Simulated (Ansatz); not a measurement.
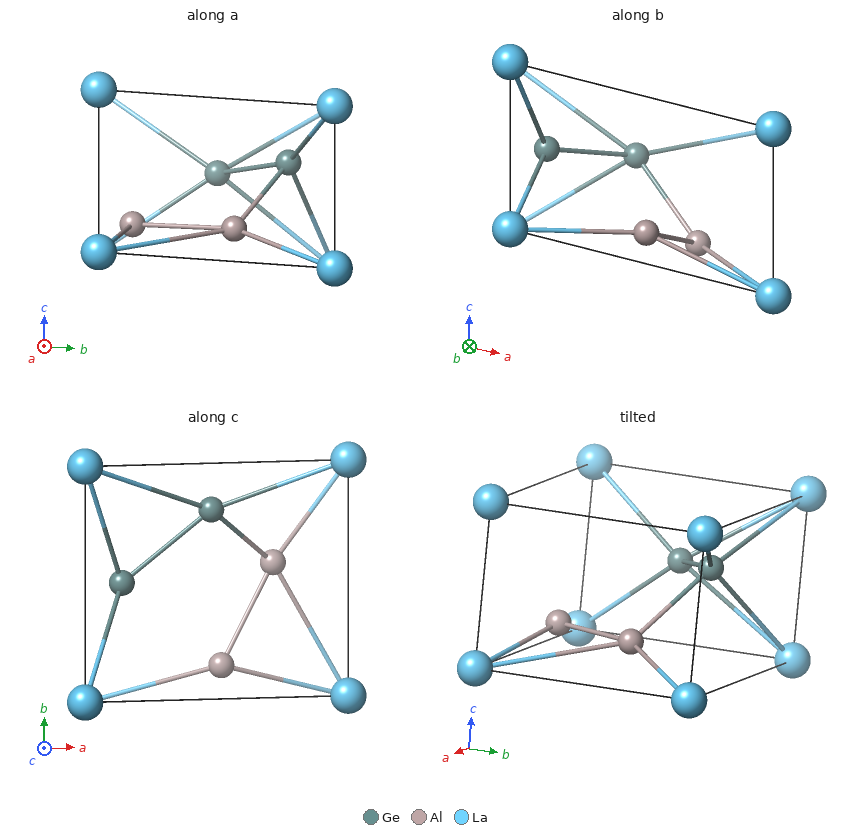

Drawn in the ball-and-stick manner and seen along the a axis, along the b axis, along the c axis and slightly off an axis. The edges of the simulation cell are marked.

Lattice parameters: a = 6.259 Å, b = 5.449 Å, c = 3.860 Å, α = 94.48°, β = 104.42°, γ = 87.44°. Put a along x and b in the xy plane.

**Write down what is shown as a POSCAR file, with free fractional coordinates to two decimals.**

```
Ge Al La
1.0
     6.259    0.000    0.000
     0.243    5.444    0.000
    -0.961   -0.259    3.730
Ge Al La
2 2 1
Direct
  0.48 0.80 0.63
  0.14 0.50 0.54
  0.52 0.14 0.19
  0.71 0.57 0.20
  0.00 0.00 0.00
```

The model was built from a structure type filled with these elements by a generator (whether the compound takes this form wasn't checked). Earlier steps of the study may have refined or changed the cell and positions. It was set up as input for a calculation with Ansatz.
